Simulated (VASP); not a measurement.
Band structure of TiB$_{2}$ (AlB2 type). Level of theory: MS2 meta-GGA, VASP's PBE PAW potentials (set 64) (plane waves; VASP).

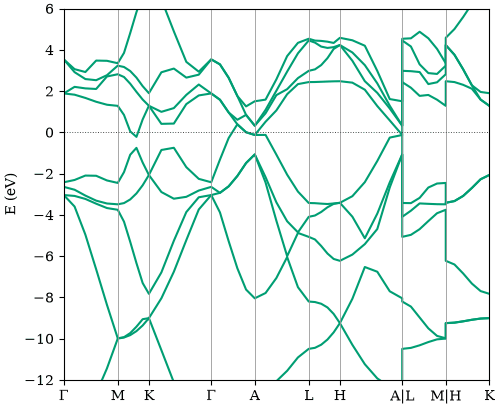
*Bands along high-symmetry lines, zero at the valence-band maximum or, without a gap, the Fermi level*

Problem. Read the plot: is there a gap, and where are the band edges?

Solution. It has no gap at this level: it comes out as a metal or semimetal.

The compound is TiB2 in the AlB2 type structure. It was relaxed first.
